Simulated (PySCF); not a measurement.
# O4Ru (RuO4): the cost of one run

The runs use PySCF 2.14.0; levels as typed in each script, gas phase, geometry from GFN2-xTB.

## Step 1: Where the work starts

5 atoms, charge 0, spin multiplicity 1.

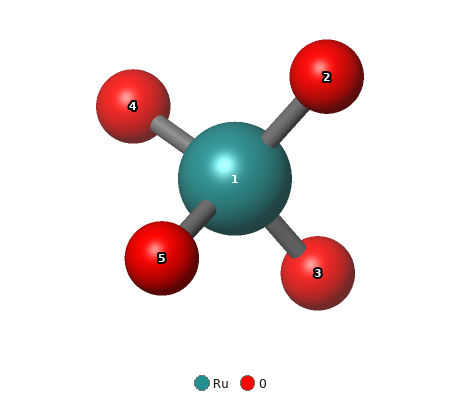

The structure; ruthenium teal, oxygen red; atoms are numbered from 1 in the order of the file.

Geometry (Å):

```xyz
5

Ru   -0.0001    0.0000    0.0000
O    -0.9261   -1.2104    0.4997
O    -0.9261    1.2105   -0.4997
O     0.9263   -0.4998   -1.2102
O     0.9263    0.4998    1.2102
```

## Step 2: Density, bond paths and surface potential (PBE0/def2-svpd)

The input, input.py:

```python
import numpy as np
from pyscf import gto, scf, dft
from pyscf.scf import atom_ks, atom_hf
from scipy.linalg import block_diag

def solve(mol, dm0=None, hcore=None):
    mf = (dft.UKS if mol.spin else dft.RKS)(mol, xc='pbe0')
    mf.grids.level = 3
    mf = mf.density_fit(auxbasis='def2-universal-jkfit')
    mf.conv_tol, mf.max_cycle = 1e-8, 80
    if hcore is not None:
        mf.get_hcore = lambda *args: hcore
    mf.kernel(dm0)
    if not mf.converged:
        mf = mf.newton().run(mf.mo_coeff, mf.mo_occ, max_cycle=30)
    assert mf.converged, 'SCF not converged'
    return mf

mol = gto.M(atom='''
Ru    -0.00008    -0.00003    -0.00001
O     -0.92610    -1.21036     0.49971
O     -0.92605     1.21048    -0.49968
O      0.92628    -0.49977    -1.21018
O      0.92630     0.49981     1.21020
''', basis='def2-svpd', ecp={'Ru': 'def2-svpd'}, charge=0, spin=0, verbose=4)
mf = solve(mol)
mf.analyze()
# spherically averaged free atoms, for the promolecule
atom_ks.AtomSphAverageRKS.init_guess_by_vsap = lambda self, mol=None: self.init_guess_by_minao(mol)  # core potentials
atm = atom_ks.get_atm_nrks(mol, xc='pbe0')
pro = block_diag(*[(atm[a[0]][2] * atm[a[0]][3]) @ atm[a[0]][2].T for a in mol._atom])
np.savez('result.npz', e=mf.e_tot, c=mf.mo_coeff, occ=mf.mo_occ, eps=mf.mo_energy, pro=pro, dip=mf.dip_moment(verbose=0), s2=mf.spin_square()[0])
```

Started as:

```bash
> OMP_NUM_THREADS=1 python input.py
```

What time and memory should one allow on 1 thread of Arm Neoverse V2, shared host?

About 9.9 s, with a peak of 0.5 GiB.
